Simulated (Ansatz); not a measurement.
Electronic density of states of amorphous Ti20O42Zr, density 3.53 g/cm³, on a 2×2×2 Γ-centred mesh with a Gaussian width of 0.1 eV; energies count from the Fermi level, whose place inside the gap is arbitrary. Cell and mesh are small, so fine structure isn't converged. Computed with PBE, scalar-relativistic without spin-orbit coupling (plane waves to 420 eV, PAW; Ansatz, an electronic-structure program). Sampling: a 2×2×2 Γ-centred mesh; Fermi-Dirac width 0.02 eV; no spin polarisation. At PBE the levels at the filled edge of the gap are localised (band-tail or defect states).

A CHGNet melt-quench gave the starting glass, which DFT then relaxed. O atoms were pushed apart under 1.9 Å during the dynamics, to hinder bonds among them. The hot cell started wider than the set density and was brought back towards it in steps. It is the lowest in DFT energy of 2 quenches. It is a model cell: composition and starting density were chosen by hand, and all elements were melted together. No dispersion term was used. Its density started from a set value of 3.69 and ended at 3.53 g/cm³. The quench (nominally 360 K/ps over its main leg) was far faster than any real one, so the model tends to hold more defects than a real film. A cell of this size samples the disorder only roughly. Volume and shape were free in the relaxation.

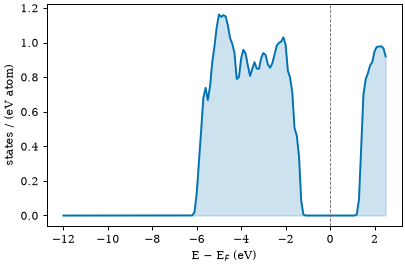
Density of states per atom

The level gap on this mesh is 2.76 eV; the broadening fills part of it in the curve.
